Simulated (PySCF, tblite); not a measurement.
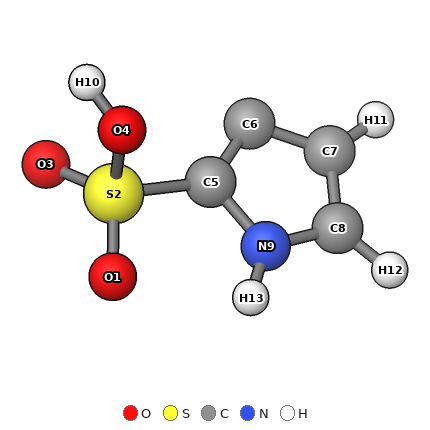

First-order isotropic EPR spectrum (fast tumbling, first derivative) of C₄H₄NO₃S, SMILES O=S(=O)(O)c1[c]cc[nH]1, doublet at 9.30 GHz, Lorentzian lines of 0.06 mT full width at half height, from computed g and hyperfine couplings (B3LYP/pcH-1 with PySCF 2.14.0, at a GFN2-xTB geometry (a minimum by its frequencies), gas phase); values of one conformer, averaged over methyl-type rotors alone; other conformers aren't averaged in; no vibrational averaging; dilute isotopes left out. The SMILES is one Lewis form and needn't show where the spin sits.

Give g and the hyperfine couplings.

Answer. g_iso = 2.0022, which centres the spectrum at 331.9 mT; it spans 3.3 mT.

| nuclei | isotope | a (mT) | a (MHz) |
| --- | --- | --- | --- |
| H11 | ¹H | 0.90 | 25.4 |
| N9 | ¹⁴N | 0.67 | 18.9 |
| H13 | ¹H | 0.54 | 15.1 |
| H12 | ¹H | 0.49 | 13.9 |

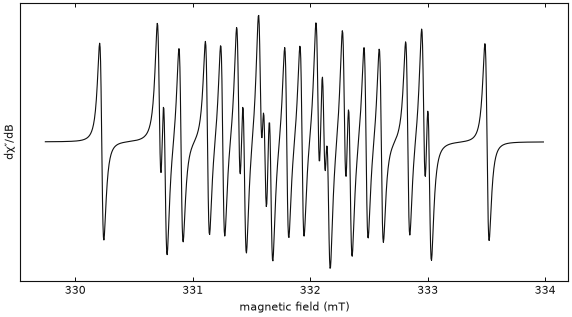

Caveats: the tight-binding geometry is rougher than a DFT one and adds to the error.
